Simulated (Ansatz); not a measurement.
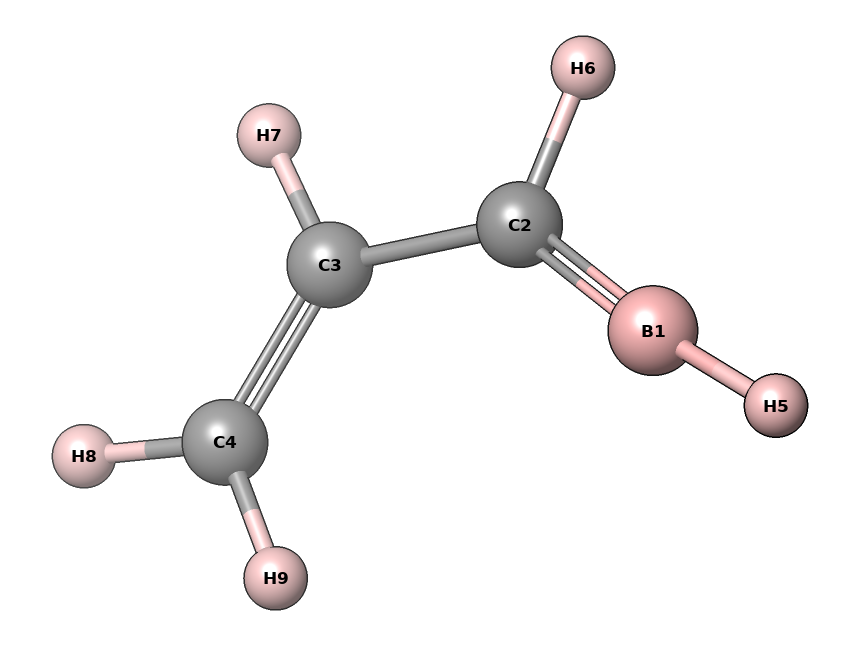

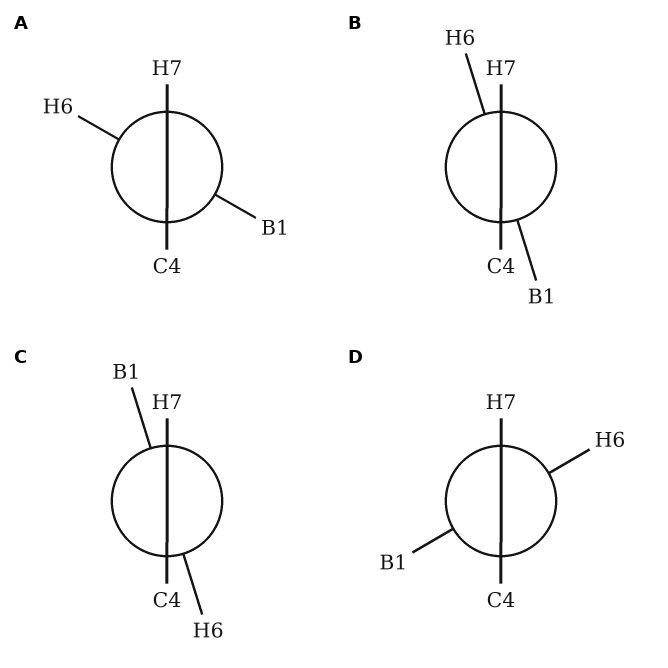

Depth is shown by fading: the farther an atom, the more it takes the colour of the background. Bonds that would overlap in a projection are set slightly apart. Computed geometry: PBE0-D4/def2-TZVP optimisation. No frequency run is at hand to confirm it as a minimum.

> Which Newman projection shows the view along C3–C2, with C3 in front?

B. The torsion angle C4–C3–C2–B1 is 0°, synperiplanar (eclipsed).
